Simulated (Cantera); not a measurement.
Input: 1 mol Si₃N₄, 0.97 mol CO₂, 2.9 mol N₂, equilibrated at 0.680 bar.

These are equilibrium values from Cantera (NASA tables, ideal gas, pure condensed phases), not measurements of a reactor. Candidate condensed phases: C, Si, SiC, SiO₂, Si₂N₂O, Si₃N₄; 34 gas species. Mutual solubility and eutectic melting of coexisting phases are not modelled. The tables hold silica as quartz up to 1696 K and as liquid above; real silica turns to tridymite and cristobalite and melts near 1996 K. Kinetics and transport are ignored.

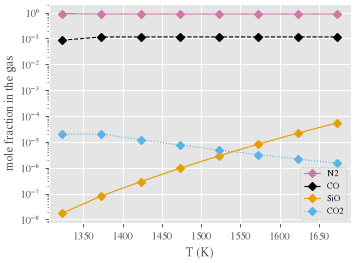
*Equilibrium gas composition (values under 1e-9 drawn at 1e-9)*

Question: Read off the mole fractions at 1673 K.

Answer: N₂ about 0.89, CO about 0.11, SiO about 5.4e-5, CO₂ about 1.5e-6.
